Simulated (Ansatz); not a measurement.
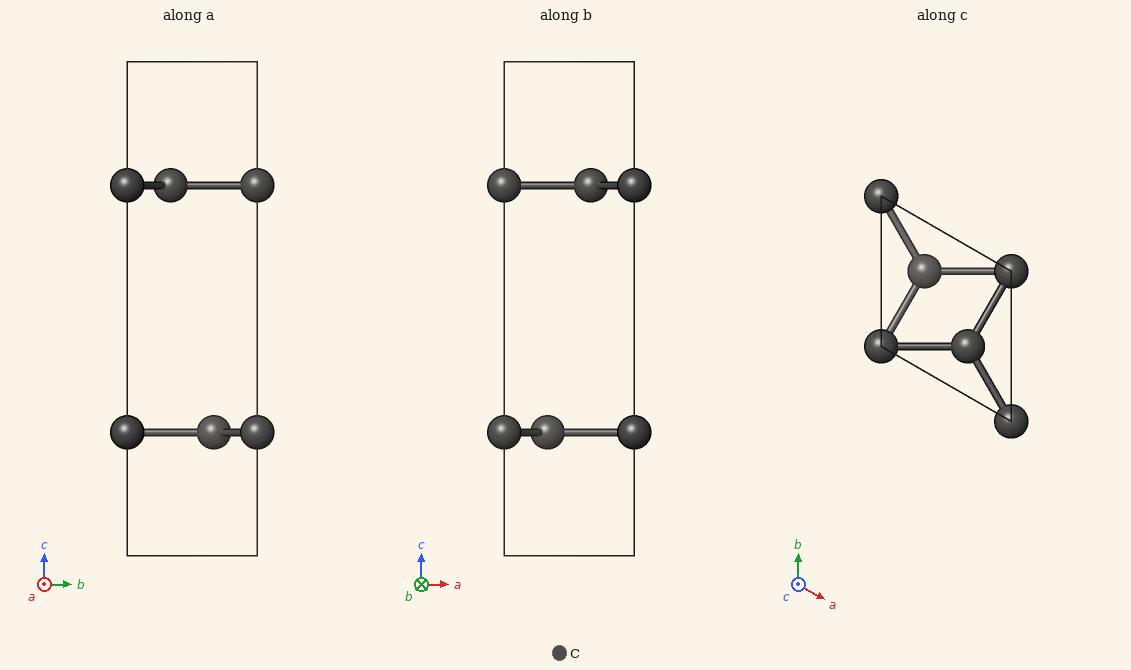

Ball-and-stick representation of a periodic structure, projected along the a axis, along the b axis and along the c axis. The box is the conventional unit cell; atoms on or close to its faces, edges and corners are drawn wherever they repeat.

Size of the cell: a = 2.45 Å, b = 2.45 Å, c = 8.06 Å, α = 90.00°, β = 90.00°, γ = 120.00°.

Contacts drawn as bonds: C–C up to 1.76 Å (cut-off distances).

The composition is C.

What space-group symmetry does the structure have?

P6_3/mmc (No. 194), with C on 2b and C on 2c.

Give the prototype.

Graphite type.

Does the bonding give isolated units, chains, sheets or a framework?

The bonds build C layers parallel to (001).

Origin of the cell: a structure type known for this element. Earlier steps of the study may have refined or changed the cell and positions. It went into a calculation with Ansatz.
